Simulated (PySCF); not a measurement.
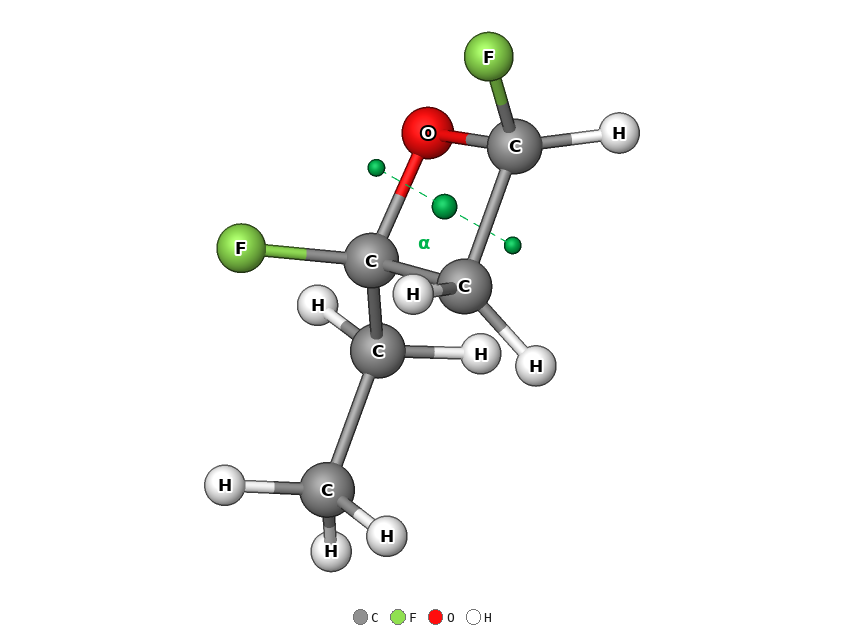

The small points mark where nucleus-independent chemical shifts (NICS) were computed: at the centre of each lettered ring and 1 Å above and below it. Computed geometry: GFN2-xTB optimisation. No frequency run is at hand to confirm it as a minimum. Method: GIAO PBE0/pcSseg-1 NMR shielding, non-relativistic, gas phase (PySCF 2.14.0).

Give NICS(0), NICS(1) and the out-of-plane component NICS(1)zz for each ring (means of the two sides).

| ring | members | NICS(0) | NICS(1) | NICS(1)zz |
| --- | --- | --- | --- | --- |
| α | C3O | −1.9 | −0.7 | 2.7 |

Values in ppm.
